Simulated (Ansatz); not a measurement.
**One shape, several levels: BCl (SMILES [B]Cl)**

Aim: a comparison of 6 runs (SVWN5/STO-3G, wB97X/STO-3G, RPA@PBE/STO-3G, CCSDT/STO-3G, CCSDTQ/STO-3G, FCI/STO-3G) of BCl. 

The results are computed with Ansatz 0.2.0.

40 further runs of the same task are left out: 1 that didn't finish, 39 set aside as unsound or not needed.

## (1) The molecule

BCl: 2 atoms, total charge 0, spin state singlet. As SMILES, `[B]Cl`. The Cl2–B1 distance was set to 2.577 Å, away from the relaxed value.

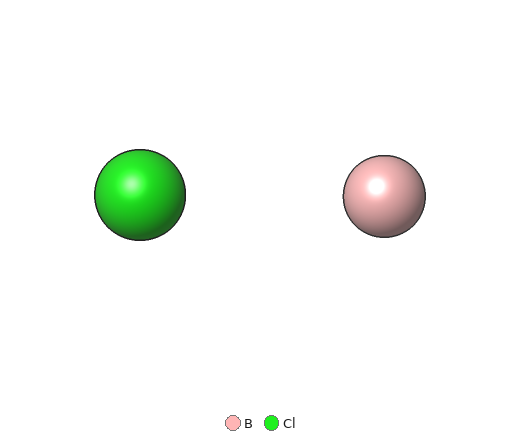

Viewed from a chosen angle; boron pink, chlorine green.

## (2) The energy at SVWN5/STO-3G (run 1)

File input.yaml:

```yaml
crystal:
  periodic: [false, false, false]
  atoms:
    - {symbol: B, position_ang: [-0.000000, -0.000000, -0.928610]}
    - {symbol: Cl, position_ang: [0.000000, 0.000000, 1.648190]}
basis:
  gaussian: {orbitals: STO-3G}
hamiltonian: {xc: {name: SVWN5}}
accuracy: high
```

Launch:

```bash
$ ansatz run input.yaml --threads 1 --pin off --max-ram 3480MiB --events-out events.jsonl --progress --plain --runs-dir runs
```

The program printed:

```text
Warning: RAYON_NUM_THREADS=1 ignored (pool sized by the plan → 1); use --threads N
Functional definition: SVWN5
  name "SVWN5"
  exchange = slater_x
  correlation = vwn5_c
216 factors; integrals over basis functions are off by at most 1.9e-8 eV
mean field evaluation 1: about -12995.7296 eV, gradient 1.4e1 eV
mean field evaluation 2: about -12762.4123 eV, gradient 1.1e2 eV
mean field evaluation 4: about -12997.5499 eV, gradient 1.2e1 eV
mean field evaluation 8: about -12998.5497 eV, gradient 6.4e0 eV
mean field evaluation 16: about -12998.8872 eV, gradient 4.0e-8 eV
mean field -12998.88715898 eV, -477.7002921305 hartree, gradient 1.0e-9 eV, S^2 0.000000; 0 other end points of the search recorded, 0 dependent functions left out
reference -12998.88716044 eV, -477.7002921839 hartree; 11, 11 occupied and 3, 3 virtual orbitals, 216 factors
Total energy: -12998.88716044 eV, -477.7002921839 hartree
```

Wall time 0.3 s (1 thread of Intel Xeon Platinum 8488C (Sapphire Rapids), shared host).

## (3) The energy at wB97X/STO-3G (run 2)

File in.yaml:

```yaml
crystal:
  periodic: [false, false, false]
  atoms:
    - symbol: B
      position_ang: [-0.000000, -0.000000, -0.928610]
    - symbol: Cl
      position_ang: [0.000000, 0.000000, 1.648190]
basis:
  gaussian: {orbitals: STO-3G}
hamiltonian: {xc: {name: wB97X}}
accuracy: high
```

Launch:

```bash
$ ansatz run in.yaml --threads 1 --pin off --max-ram 3480MiB --events-out events.jsonl --progress --plain --runs-dir runs
```

The program printed, shortened:

```text
Warning: RAYON_NUM_THREADS=1 ignored (pool sized by the plan → 1); use --threads N
Functional definition: wB97X
  name "wB97X"
[...]
      + exact_x_lr(omega)
[...]
      + integral(e_c_pw_opposite_spin*poly(b97_u_opposite, 1, cos1, cos2, cos3, cos4))
216 factors; integrals over basis functions are off by at most 1.9e-8 eV
102 factors; integrals over basis functions are off by at most 6.6e-10 eV
[...]
mean field -13048.24259818 eV, -479.5140710667 hartree, gradient 6.5e-10 eV, S^2 0.000000; 0 other end points of the search recorded, 0 dependent functions left out
reference -13048.24259697 eV, -479.5140710223 hartree; 11, 11 occupied and 3, 3 virtual orbitals, 216 factors
Total energy: -13048.24259697 eV, -479.5140710223 hartree
```

It took 1.5 s on 1 thread of Intel Xeon Platinum 8488C (Sapphire Rapids), shared host; peak memory 0.17 GiB.

Runs 3 to 5 aren't shown in full; the table further down has their settings and results.

## (4) A single-point energy at FCI/STO-3G (run 6)

File run.yaml:

```yaml
crystal:
  periodic: [false, false, false]
  atoms:
    - {symbol: B, position_ang: [-0.000000, -0.000000, -0.928610]}
    - {symbol: Cl, position_ang: [0.000000, 0.000000, 1.648190]}
basis:
  gaussian: {orbitals: STO-3G}
correlation: {method: fci, frozen_orbitals: {B: 1, Cl: 5}}
accuracy: high
```

Launch:

```bash
$ ansatz run run.yaml --threads 1 --pin off --max-ram 3480MiB --events-out events.jsonl --progress --plain --runs-dir runs
```

The program printed:

```text
Warning: RAYON_NUM_THREADS=1 ignored (pool sized by the plan → 1); use --threads N
Functional definition: HF
  name "HF"
  exchange = exact_x
  correlation = 0
216 factors; integrals over basis functions are off by at most 1.9e-8 eV
mean field evaluation 1: about -13025.0497 eV, gradient 1.1e1 eV
mean field evaluation 2: about -13025.0780 eV, gradient 1.0e1 eV
mean field evaluation 4: about -13027.2039 eV, gradient 1.2e0 eV
mean field evaluation 8: about -13027.2211 eV, gradient 6.3e-2 eV
mean field -13027.22118048 eV, -478.7415482151 hartree, gradient 1.8e-8 eV, S^2 0.000000; 0 other end points of the search recorded, 0 dependent functions left out; unrestricted orbitals would lower it
mean field evaluation 16: about -13027.1976 eV, gradient 2.8e0 eV
6 core orbitals not correlated: weight in the atoms' cores, before any rotation towards them, 1.000 or more for the frozen orbitals, at most 0.000 for the correlated occupied ones
reference -13027.22118048 eV, -478.7415482151 hartree; 5, 5 occupied and 3, 3 virtual orbitals, 216 factors
state -13029.41309117 eV, -478.8220994471 hartree
Total energy: -13029.41309117 eV, -478.8220994471 hartree
```

Run time: 0.16 s. Hardware: 1 thread of Intel Xeon Platinum 8488C (Sapphire Rapids), shared host.

## (5) Overview of the runs

```tsv
run	level	frozen core orbitals	energy (Eh)	wall time
1	SVWN5/STO-3G	–	-477.700292	0.3 s
2	wB97X/STO-3G	–	-479.514071	1.5 s
3	RPA@PBE/STO-3G	6	-478.871125	0.54 s
4	CCSDT/STO-3G	6	-478.821549	0.24 s
5	CCSDTQ/STO-3G	6	-478.822069	2.2 s
6	FCI/STO-3G	6	-478.822099	0.16 s
```

## (6) Summary of results

```
                                          quantity          value
                               run 6: total energy  -478.82210 Eh
run 6: correlation energy (6 core orbitals frozen)      -80.6 mEh
```

What this shows: Against full CI in this basis: CCSDT +0.6 mEh; CCSDTQ +0.0 mEh. Totals of different functionals can't be ranked against each other. In runs 4, 5 the log says that unrestricted orbitals would lower the reference, so the values rest on an unstable closed-shell determinant (other closed-shell runs at this shape may share the fault). In runs 1, 2, 3, 4, 5, 6 the basis is minimal, so the values are rough. All runs together took 4.9 s, the longest 2.2 s.
